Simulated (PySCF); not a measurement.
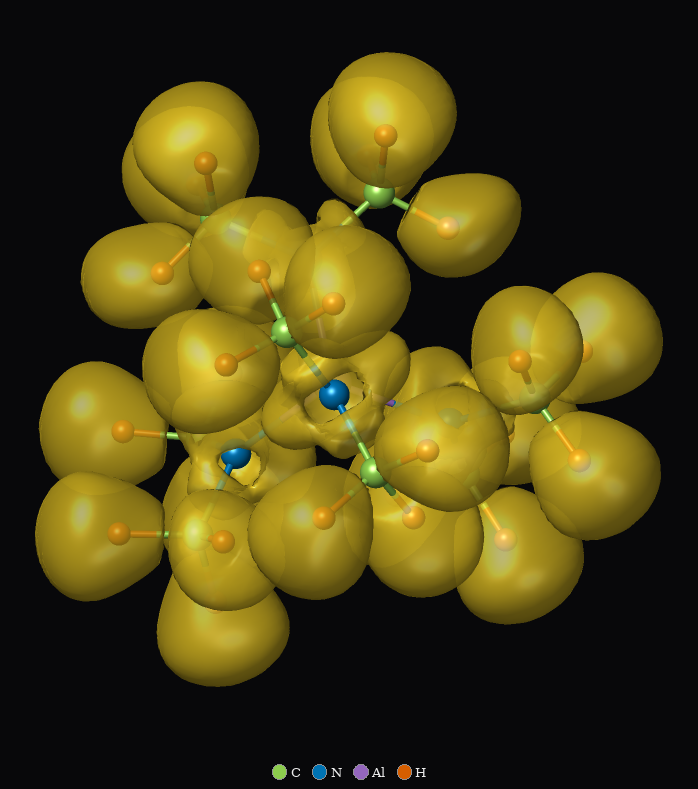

C₈H₂₄AlN₄ (charge −1). Isosurface of the ELF at 0.75 (yellow), seen at an oblique angle. Core shells and regions of very low density are left out.

Geometry: PBE0-D3(BJ)/def2-SVP.

Method: PBE0/pcSseg-1, SCF density, gas phase, non-relativistic in PySCF 2.14.0.

```xyz
37

C    -1.7518   -2.3818   -0.0955
N    -1.3064   -1.2573    0.6554
C    -1.9352   -1.1544    1.9280
Al   -0.1528    0.0405   -0.0242
N     1.1500   -0.9125   -0.9582
C     1.7186   -2.1318   -0.4928
C     1.7708   -0.4276   -2.1438
N    -1.0426    1.2567   -1.1235
C    -2.2548    0.9480   -1.8028
C    -0.4984    2.5164   -1.5019
N     0.5859    1.0761    1.3396
C    -0.0954    2.1598    1.9620
C     1.8248    0.7637    1.9671
H    -1.5858   -3.3542    0.4324
H    -1.2099   -2.4404   -1.0544
H    -2.8458   -2.3615   -0.3352
H    -1.5177   -0.3055    2.4939
H    -3.0436   -1.0043    1.8760
H    -1.7919   -2.0672    2.5585
H     2.8024   -2.0507   -0.2218
H     1.1844   -2.4845    0.4055
H     1.6664   -2.9553   -1.2482
H     2.8547   -0.1772   -2.0175
H     1.2650    0.4858   -2.4973
H     1.7355   -1.1635   -2.9855
H    -3.0436    1.7274   -1.6580
H    -2.1415    0.8468   -2.9123
H    -2.6721   -0.0021   -1.4307
H    -1.2029    3.3672   -1.3255
H    -0.2217    2.5846   -2.5854
H     0.4146    2.7284   -0.9201
H    -0.3747    1.9661    3.0295
H     0.5082    3.1014    1.9837
H    -1.0280    2.3865    1.4185
H     2.3402   -0.0419    1.4185
H     2.5271    1.6335    2.0011
H     1.7223    0.4264    3.0299
```

Question: Identify the bonds, lone pairs and shells in this picture.

Answer: The ELF exceeds this value in 24 regions around hydrogen nuclei and four regions on N in which the atom's valence shell and bonds are merged.

Values along the shortest contacts:
C–N (1.42 Å): the ELF peaks at about 0.90 between the atoms, as expected for localised, covalent bonding. Al–N (1.86 Å): the ELF peaks at about 0.90 in the valence shell of N, 0.7 Å from its nucleus, and is about 0.70 at the midpoint.
